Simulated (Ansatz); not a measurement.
## Run report: SiH2ClOF, geometry relaxation

SiH2ClOF, computed with RKS r2SCAN-D4/def2-mTZVP (Ansatz 0.2.0).

It belongs to a series of runs on one base structure; here: start relaxed.

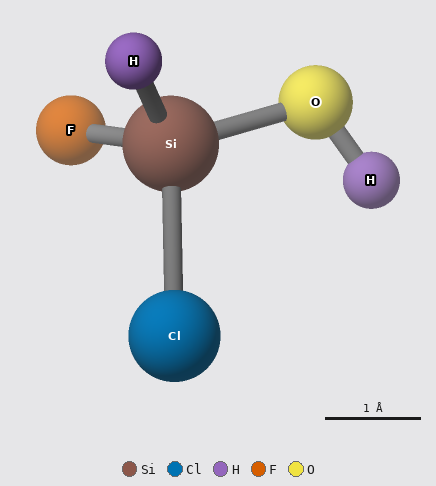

Fig. 1: The structure as given in the input (ball-and-stick view, seen at a tilt).

### Summary

- outcome: converged
- total energy: −25199.9833 eV
- mean-field energy: −25199.9552 eV
- largest force (length of the vector) at the end: 0.006 eV/Å
- hardware: 2 threads of Arm Neoverse V2, 24 GiB of memory available, shared host
- wall time: 27 s (CPU time 51 s)
- peak memory: 0.17 GiB

### Input
```yaml
crystal:
  periodic: [false, false, false]
  atoms:
    - { symbol: Si, position_ang: [0.0, 0.0, 0.0] }
    - { symbol: Cl, position_ang: [0.0, 0.0, 2.13] }
    - { symbol: H, position_ang: [1.3768, 0.0, -0.4862] }
    - { symbol: F, position_ang: [-0.7489, 1.2974, -0.5295] }
    - { symbol: O, position_ang: [-0.7913, -1.3709, -0.5594] }
    - { symbol: H, position_ang: [-1.2459, -1.8365, 0.2129] }
basis:
  gaussian: { orbitals: def2-mTZVP }
hamiltonian:
  xc: r2scan
  dispersion: d4
relax:
  f_tol: 0.02
  max_steps: 40
```

Run as:
```bash
ansatz run input.yaml --threads 2 --pin off --max-ram 3072MiB --backend cpu --events-out ev --progress --plain --runs-dir out
```

### What the program printed
```
The last accepted step is kept in [file] (removed where the run ends without a failure and the disk answers)
Engine: ansatz 0.2.0, aarch64-unknown-linux-gnu
Functional definition: r2SCAN
  parameter k0 = 0.174
  parameter k1 = 0.065
  parameter a1 = 4.9479
  exchange = r2scan_x(k0 = k0, k1 = k1, a1 = a1)
  correlation = r2scan_c
826 factors; their error is unknown
mean field evaluation 1: about -25193.7701 eV, gradient 6.3e1 eV
mean field evaluation 2: about -25170.8671 eV, gradient 1.3e2 eV
mean field evaluation 4: about -25199.6952 eV, gradient 8.7e0 eV
mean field evaluation 8: about -25199.8016 eV, gradient 1.7e-1 eV
mean field evaluation 16: about -25199.7870 eV, gradient 3.9e-5 eV
mean field -25199.78704531 eV, -926.0750928861 hartree, gradient 3.9e-5 eV, S^2 0.000000; 0 other end points of the search recorded, 0 dependent functions left out
the calculation of the forces begins
reference -25199.78705476 eV, -926.0750932332 hartree; 25, 25 occupied and 68, 68 virtual orbitals, 826 factors
relax step   1: F+E_penalty+E_count = -25199.81503883 eV  Δ(F+E_penalty+E_count) = +0.000e0 eV  max|allowed force component| = 2.219e0 eV/Å  Δτ_max = 0.0000 Å  (27 SCF iters, accepted)
these checks for a lower state are left out or cut short: starts, cluster_reference, orbital_swaps, neighbouring_geometries, increment
826 factors; their error is unknown
mean field -25199.90151338 eV, -926.0792995101 hartree, gradient 1.7e-5 eV, S^2 0.000000; 0 other end points of the search recorded, 0 dependent functions left out
the calculation of the forces begins
reference -25199.90152275 eV, -926.0792998545 hartree; 25, 25 occupied and 68, 68 virtual orbitals, 826 factors
relax step   2: F+E_penalty+E_count = -25199.92959196 eV  Δ(F+E_penalty+E_count) = -1.146e-1 eV  max|allowed force component| = 8.937e-1 eV/Å  Δτ_max = 0.0700 Å  (29 SCF iters, accepted)
these checks for a lower state are left out or cut short: starts, cluster_reference, orbital_swaps, neighbouring_geometries, increment
826 factors; their error is unknown
mean field -25199.92974048 eV, -926.0803368369 hartree, gradient 1.2e-5 eV, S^2 0.000000; 0 other end points of the search recorded, 0 dependent functions left out
the calculation of the forces begins
reference -25199.92974982 eV, -926.0803371799 hartree; 25, 25 occupied and 68, 68 virtual orbitals, 826 factors
relax step   3: F+E_penalty+E_count = -25199.95781866 eV  Δ(F+E_penalty+E_count) = -2.823e-2 eV  max|allowed force component| = 3.077e-1 eV/Å  Δτ_max = 0.0349 Å  (30 SCF iters, accepted)
these checks for a lower state are left out or cut short: starts, cluster_reference, orbital_swaps, neighbouring_geometries, increment
826 factors; their error is unknown
mean field evaluation 32: about -25199.9463 eV, gradient 1.4e0 eV
mean field -25199.93707185 eV, -926.0806062598 hartree, gradient 8.3e-6 eV, S^2 0.000000; 0 other end points of the search recorded, 0 dependent functions left out
the calculation of the forces begins
reference -25199.93708122 eV, -926.0806066038 hartree; 25, 25 occupied and 68, 68 virtual orbitals, 826 factors
relax step   4: F+E_penalty+E_count = -25199.96515889 eV  Δ(F+E_penalty+E_count) = -7.340e-3 eV  max|allowed force component| = 1.645e-1 eV/Å  Δτ_max = 0.0225 Å  (29 SCF iters, accepted)
these checks for a lower state are left out or cut short: starts, cluster_reference, orbital_swaps, neighbouring_geometries, increment
826 factors; their error is unknown
mean field -25199.94307645 eV, -926.0808269247 hartree, gradient 1.6e-5 eV, S^2 0.000000; 0 other end points of the search recorded, 0 dependent functions left out
the calculation of the forces begins
reference -25199.94308589 eV, -926.0808272714 hartree; 25, 25 occupied and 68, 68 virtual orbitals, 826 factors
relax step   5: F+E_penalty+E_count = -25199.97118564 eV  Δ(F+E_penalty+E_count) = -6.027e-3 eV  max|allowed force component| = 2.362e-1 eV/Å  Δτ_max = 0.0732 Å  (29 SCF iters, accepted)
these checks for a lower state are left out or cut short: starts, cluster_reference, orbital_swaps, neighbouring_geometries, increment
826 factors; their error is unknown
mean field -25199.94836820 eV, -926.0810213930 hartree, gradient 1.2e-5 eV, S^2 0.000000; 0 other end points of the search recorded, 0 dependent functions left out
the calculation of the forces begins
reference -25199.94837763 eV, -926.0810217393 hartree; 25, 25 occupied and 68, 68 virtual orbitals, 826 factors
relax step   6: F+E_penalty+E_count = -25199.97645806 eV  Δ(F+E_penalty+E_count) = -5.272e-3 eV  max|allowed force component| = 7.355e-2 eV/Å  Δτ_max = 0.0502 Å  (29 SCF iters, accepted)
these checks for a lower state are left out or cut short: starts, cluster_reference, orbital_swaps, neighbouring_geometries, increment
826 factors; their error is unknown
mean field -25199.95064270 eV, -926.0811049792 hartree, gradient 1.0e-5 eV, S^2 0.000000; 0 other end points of the search recorded, 0 dependent functions left out
the calculation of the forces begins
reference -25199.95065213 eV, -926.0811053258 hartree; 25, 25 occupied and 68, 68 virtual orbitals, 826 factors
relax step   7: F+E_penalty+E_count = -25199.97873161 eV  Δ(F+E_penalty+E_count) = -2.274e-3 eV  max|allowed force component| = 2.050e-1 eV/Å  Δτ_max = 0.0329 Å  (29 SCF iters, accepted)
these checks for a lower state are left out or cut short: starts, cluster_reference, orbital_swaps, neighbouring_geometries, increment
826 factors; their error is unknown
mean field evaluation 64: about -25199.9512 eV, gradient 2.2e-4 eV
mean field -25199.95116024 eV, -926.0811239986 hartree, gradient 2.0e-5 eV, S^2 0.000000; 0 other end points of the search recorded, 0 dependent functions left out
the calculation of the forces begins
reference -25199.95116965 eV, -926.0811243443 hartree; 25, 25 occupied and 68, 68 virtual orbitals, 826 factors
relax step   8: F+E_penalty+E_count = -25199.97925314 eV  Δ(F+E_penalty+E_count) = -5.215e-4 eV  max|allowed force component| = 4.545e-1 eV/Å  Δτ_max = 0.0674 Å  (28 SCF iters, accepted)
these checks for a lower state are left out or cut short: starts, cluster_reference, orbital_swaps, neighbouring_geometries, increment
826 factors; their error is unknown
mean field -25199.95514622 eV, -926.0812704803 hartree, gradient 1.1e-5 eV, S^2 0.000000; 0 other end points of the search recorded, 0 dependent functions left out
the calculation of the forces begins
reference -25199.95515564 eV, -926.0812708267 hartree; 25, 25 occupied and 68, 68 virtual orbitals, 826 factors
relax step   9: F+E_penalty+E_count = -25199.98322697 eV  Δ(F+E_penalty+E_count) = -3.974e-3 eV  max|allowed force component| = 2.350e-2 eV/Å  Δτ_max = 0.0369 Å  (30 SCF iters, accepted)
these checks for a lower state are left out or cut short: starts, cluster_reference, orbital_swaps, neighbouring_geometries, increment
826 factors; their error is unknown
mean field -25199.95521197 eV, -926.0812728969 hartree, gradient 1.7e-5 eV, S^2 0.000000; 0 other end points of the search recorded, 0 dependent functions left out
the calculation of the forces begins
reference -25199.95522140 eV, -926.0812732433 hartree; 25, 25 occupied and 68, 68 virtual orbitals, 826 factors
relax step  10: F+E_penalty+E_count = -25199.98329383 eV  Δ(F+E_penalty+E_count) = -6.686e-5 eV  max|allowed force component| = 4.774e-3 eV/Å  Δτ_max = 0.0037 Å  (23 SCF iters, accepted)
826 factors; their error is unknown
mean field evaluation 96: about -25199.9552 eV, gradient 2.0e-4 eV
```

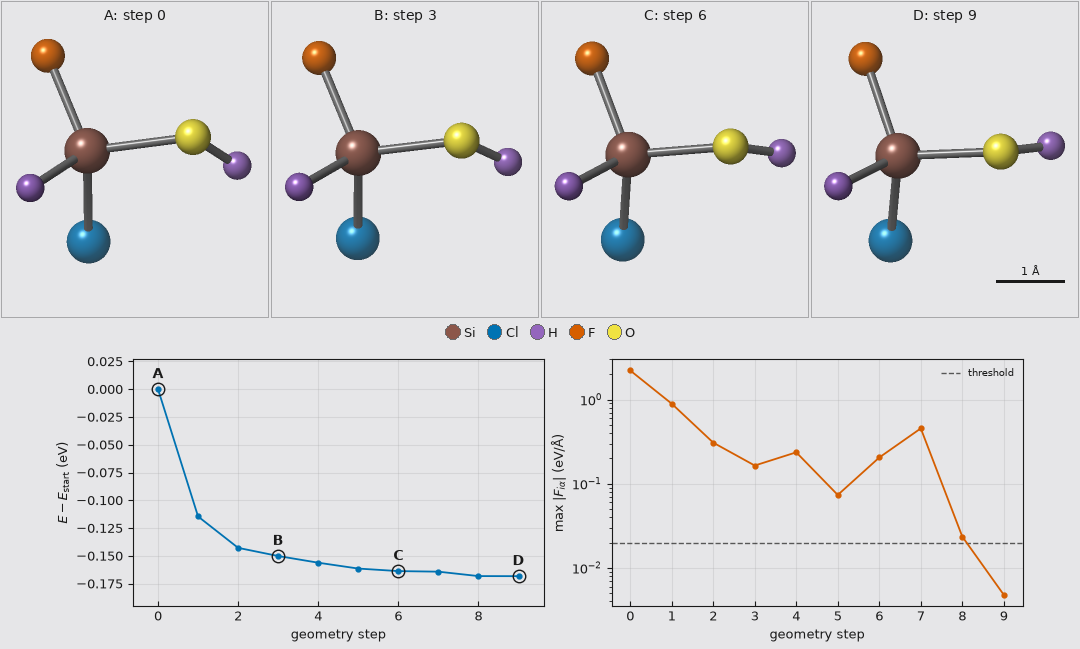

Fig. 2: Frames of the relaxation (ball-and-stick view, seen at a tilt) above the curves, on which the letters mark them (the first geometry is step 0 here and step 1 in the log).

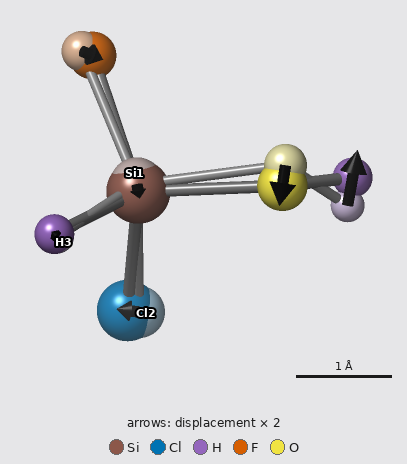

Fig. 3: Start (faint) and end (solid) with the displacements as black arrows, magnified 2 times (ball-and-stick view, seen at a tilt). The two geometries are laid on each other by the best rigid fit. The atom that moves furthest after the best rigid fit is H6 (0.30 Å). Largest moves by element: H 0.30 Å, O 0.22 Å, F 0.13 Å, Cl 0.12 Å, Si 0.08 Å. Distances before and after: Si1–Cl2 2.130 → 2.053 Å, Si1–O5 1.679 → 1.626 Å, O5–H6 1.010 → 0.965 Å, Si1–F4 1.589 → 1.596 Å. Among the angles that change: Si1–O5–H6 109.5° → 119.2°, Cl2–Si1–F4 109.5° → 106.2°. The energy falls by 0.168 eV in 9 geometry steps. Largest force component: 2.2 eV/Å at the start, 0.0048 eV/Å at the end. (Atoms are counted from 1 in the order of the input.)

```
mean field -25199.95521197 eV, -926.0812728969 hartree, gradient 1.7e-5 eV, S^2 0.000000; 1 other end points of the search recorded, 0 dependent functions left out
the calculation of the forces begins
reference -25199.95522140 eV, -926.0812732433 hartree; 25, 25 occupied and 68, 68 virtual orbitals, 826 factors
Total energy: -25199.98330326 eV, -926.0823052325 hartree
Atom 0 at     0.032366    -0.042874     0.053095 Å, force    -0.000926    -0.003629     0.000808 eV/Å
Atom 1 at     0.073974     0.096417     2.100810 Å, force     0.004287     0.000010     0.003635 eV/Å
Atom 2 at     1.381173     0.032650    -0.510734 Å, force    -0.004298    -0.000204     0.003792 eV/Å
Atom 3 at    -0.818574     1.206072    -0.459949 Å, force    -0.001174    -0.002575    -0.004774 eV/Å
Atom 4 at    -0.635419    -1.447101    -0.422820 Å, force     0.001997     0.004126    -0.004439 eV/Å
Atom 5 at    -1.442820    -1.755163     0.007399 Å, force     0.000113     0.002273     0.000979 eV/Å
Dipole moment:    -0.081276    -0.245582    -0.020321 e Å
```

### Trajectory as extended XYZ (Å, eV, eV/Å), 10 frames, from step=1 to step=10
```
6
Properties=species:S:1:pos:R:3:forces:R:3 step=1 energy=-25199.81504
Si    0.0000    0.0000    0.0000   -0.4969  -1.1953   0.4412
Cl    0.0000    0.0000    2.1300   -0.0808   0.0353  -1.2147
H     1.3768    0.0000   -0.4862    0.0854   0.1262  -0.0243
F    -0.7489    1.2974   -0.5295    0.0202   0.0473   0.1198
O    -0.7913   -1.3709   -0.5594   -0.2133   0.3306   2.2189
H    -1.2459   -1.8365    0.2129    0.6856   0.6558  -1.5410
6
Properties=species:S:1:pos:R:3:forces:R:3 step=2 energy=-25199.92959
Si    0.0151   -0.0168   -0.0026   -0.5132  -0.7555   0.0836
Cl   -0.0288   -0.0020    2.0662    0.0656   0.0113  -0.2296
H     1.3932    0.0134   -0.4948   -0.0054   0.0329  -0.0574
F    -0.7473    1.2892   -0.4920    0.0370   0.0805  -0.0918
O    -0.7940   -1.3698   -0.5247    0.2396   0.4833   0.8937
H    -1.2475   -1.8241    0.2156    0.1764   0.1475  -0.5986
6
Properties=species:S:1:pos:R:3:forces:R:3 step=3 energy=-25199.95782
Si    0.0055   -0.0262    0.0184    0.0329  -0.1460  -0.3077
Cl   -0.0094    0.0078    2.0628   -0.0020   0.0164   0.1747
H     1.3785    0.0158   -0.4918   -0.0082   0.0013  -0.0131
F    -0.7467    1.2773   -0.4982   -0.0382   0.0795  -0.0053
O    -0.7730   -1.3660   -0.5089    0.1992   0.2696   0.1890
H    -1.2642   -1.8187    0.1854   -0.1838  -0.2208  -0.0377
6
Properties=species:S:1:pos:R:3:forces:R:3 step=4 energy=-25199.96516
Si    0.0078   -0.0287    0.0213    0.0934   0.0475  -0.1645
Cl   -0.0042    0.0164    2.0708    0.0041   0.0100   0.0734
H     1.3778    0.0186   -0.4974   -0.0104  -0.0115   0.0064
F    -0.7482    1.2737   -0.4966   -0.0297   0.0505   0.0134
O    -0.7616   -1.3665   -0.5014    0.0568   0.0376   0.1471
H    -1.2809   -1.8235    0.1711   -0.1142  -0.1341  -0.0759
6
Properties=species:S:1:pos:R:3:forces:R:3 step=5 energy=-25199.97119
Si    0.0172   -0.0200    0.0233   -0.2362  -0.1678   0.1385
Cl    0.0204    0.0389    2.0776    0.0185   0.0531   0.0047
H     1.3825    0.0232   -0.4951    0.0332  -0.0039  -0.0736
F    -0.7589    1.2741   -0.4931    0.0389  -0.0379   0.0118
O    -0.7395   -1.3761   -0.4699    0.1630   0.0851  -0.1380
H    -1.3310   -1.8501    0.1250   -0.0174   0.0714   0.0566
6
Properties=species:S:1:pos:R:3:forces:R:3 step=6 energy=-25199.97646
Si    0.0159   -0.0305    0.0387    0.0182   0.0081   0.0035
Cl    0.0422    0.0649    2.0898   -0.0266  -0.0043  -0.0045
H     1.3758    0.0281   -0.4975    0.0177  -0.0359  -0.0232
F    -0.7669    1.2551   -0.4856   -0.0482   0.0229   0.0266
O    -0.7125   -1.3923   -0.4675    0.0276  -0.0643  -0.0046
H    -1.3638   -1.8354    0.0899    0.0113   0.0735   0.0022
6
Properties=species:S:1:pos:R:3:forces:R:3 step=7 energy=-25199.97873
Si    0.0205   -0.0344    0.0442    0.0859   0.0700  -0.0294
Cl    0.0454    0.0741    2.0946   -0.0116  -0.0174  -0.0136
H     1.3764    0.0265   -0.5064   -0.0032  -0.0158   0.0194
F    -0.7793    1.2422   -0.4763   -0.0478   0.0480   0.0163
O    -0.6889   -1.4038   -0.4622   -0.1525  -0.2050   0.1170
H    -1.3834   -1.8145    0.0738    0.1292   0.1202  -0.1097
6
Properties=species:S:1:pos:R:3:forces:R:3 step=8 energy=-25199.97925
Si    0.0301   -0.0436    0.0458    0.0137   0.0362   0.0485
Cl    0.0582    0.0891    2.0929    0.0225  -0.0234   0.0455
H     1.3825    0.0331   -0.5103   -0.0154  -0.0317  -0.0058
F    -0.8032    1.2176   -0.4589   -0.0402   0.0552  -0.0615
O    -0.6589   -1.4334   -0.4356    0.4545   0.1432  -0.2925
H    -1.4180   -1.7727    0.0339   -0.4351  -0.1794   0.2658
6
Properties=species:S:1:pos:R:3:forces:R:3 step=9 energy=-25199.98323
Si    0.0309   -0.0421    0.0531    0.0215   0.0019  -0.0214
Cl    0.0727    0.0952    2.1006    0.0002   0.0022   0.0084
H     1.3799    0.0315   -0.5113   -0.0087   0.0039   0.0092
F    -0.8168    1.2093   -0.4605   -0.0008  -0.0225   0.0036
O    -0.6352   -1.4471   -0.4237   -0.0235   0.0108   0.0088
H    -1.4408   -1.7568    0.0096    0.0113   0.0036  -0.0086
6
Properties=species:S:1:pos:R:3:forces:R:3 step=10 energy=-25199.98329
Si    0.0324   -0.0429    0.0531   -0.0009  -0.0036   0.0008
Cl    0.0740    0.0964    2.1008    0.0043   0.0000   0.0036
H     1.3812    0.0326   -0.5107   -0.0043  -0.0002   0.0038
F    -0.8186    1.2061   -0.4599   -0.0012  -0.0026  -0.0048
O    -0.6354   -1.4471   -0.4228    0.0020   0.0041  -0.0044
H    -1.4428   -1.7552    0.0074    0.0001   0.0023   0.0010
```
